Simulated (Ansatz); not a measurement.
**CF₂Si (SMILES F/[C]=[Si-]\F) (charge −1, doublet): density, localisation and related maps**

```yaml
atoms:
  - { symbol: C, position_ang: [-0.1920, 1.1680, -0.4172] }
  - { symbol: F, position_ang: [0.6034, 0.4956, -1.3495] }
  - { symbol: F, position_ang: [-1.4006, 2.1506, 1.8910] }
  - { symbol: Si, position_ang: [-0.1450, 1.0441, 1.3684] }
```

Geometry: BLYP-D3(BJ)/def2-SVPD.

Computed with isolated molecule in a Gaussian basis; Kohn-Sham density functional theory, functional PBE0 (Ansatz 0.2.0).

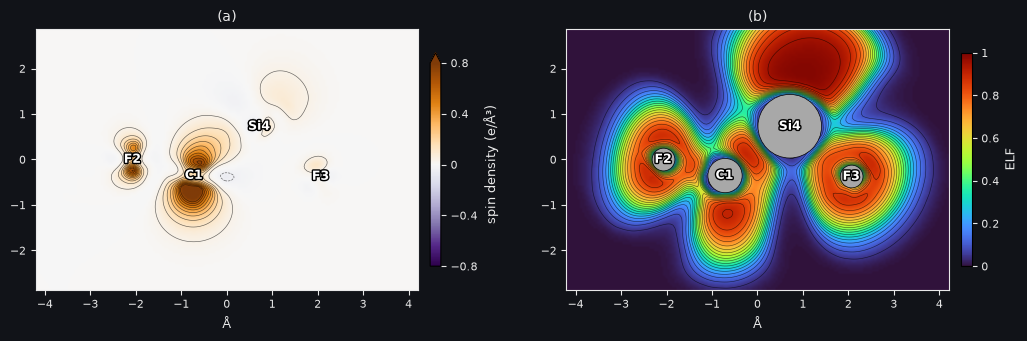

Figure 1. (a) spin density (α minus β); (b) ELF on the molecular plane. Grey discs cover the atomic cores in the ELF map.

Q: What do the fields say about this system?

A:
- The section cuts through C, F and Si sites.
- C–F (1.40 Å): the ELF peaks at about 0.80 between the atoms (a polar covalent bond).
- Si–F (1.75 Å): the ELF peaks at about 0.80 in the valence shell of F, 0.5 Å from its nucleus, and is about 0.55 at the midpoint.
- C–Si (1.79 Å): the ELF peaks at about 0.90 between the atoms, as expected for localised, covalent bonding.
- The ELF also peaks beside C1, F3, F2 and Si4, away from the bonds: non-bonding electrons, paired or unpaired.
- The unpaired spin (1 electron) lies mostly on C1 (about 0.8), F2 (about 0.1) and Si4 (about 0.1), in electrons by Hirshfeld's partition.

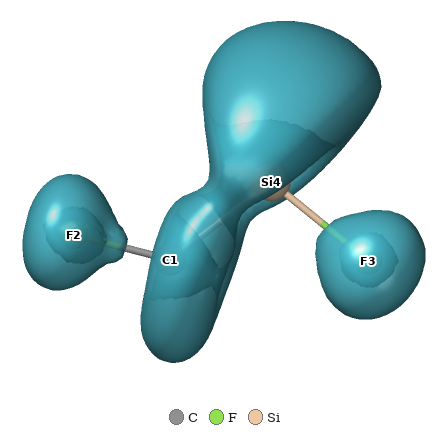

Figure 2. Isosurface of the ELF at 0.75 (cyan), seen across its widest extent. Core shells and regions of very low density are left out.

Q: Identify the bonds, lone pairs and shells in this picture.

A: At this value the surface marks out one region on F in which the atom's valence shell and bonds are merged, one region wrapped around F (its lone pairs, merged into a ring or cap) and one joined region spread over several atoms (C, Si), in which their bonds and any lone pairs are merged.

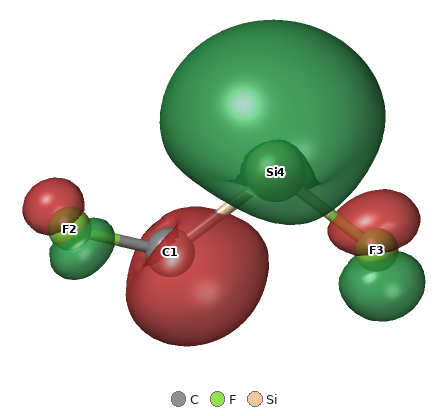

Figure 3. The HOMO−1 (β) at ±0.1 Å⁻³ᐟ² (green and red are the two phases), seen at a tilt.

Q: Where does this orbital lie, and at what energy?

A: Its weight (Hirshfeld) is mainly on Si4 (about 70 %), C1 (about 20 %) and F3 (about 10 %); it is symmetric in the molecular plane (an in-plane orbital: σ, lone-pair or in-plane π type). Its energy is −2.10 eV.
